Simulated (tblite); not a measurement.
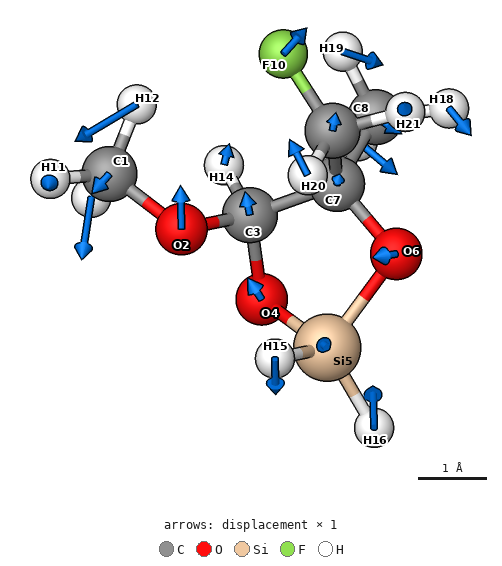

This is a relaxation of C₅H₁₁FO₃Si. The starting structure is drawn; blue arrows show the displacements, at their true length. The two geometries are superimposed by the best rigid fit.

Style: ball-and-stick. Shown face on.

All numbers below come from tblite, GFN2-xTB geometry optimisation, gas phase. 

### Atoms of which element are displaced furthest, and by how much?

Hydrogen: up to 1.18 Å, against 0.68 Å for oxygen.

### What did the optimiser do to the structure, and how much energy did it gain?

Over 134 geometry steps the energy falls by 138.9 kJ/mol. The atom that moves furthest after the best rigid fit is an H atom (1.18 Å). Largest moves by element: H 1.18 Å, O 0.68 Å, F 0.59 Å, C 0.48 Å, Si 0.32 Å. Some distances before and after: O–Si 1.735 → 1.637 Å, C–C 1.471 → 1.554 Å, C–H 1.133 → 1.091 Å, C–O 1.383 → 1.406 Å. Bond angles that change, for instance: C–O–Si 96.3° → 110.0°, Si–O–C 101.9° → 111.6°, O–Si–H 113.7° → 105.2°. Groups turn about C–O by about 55°, O–Si by about 40°, O–Si by about 30°.
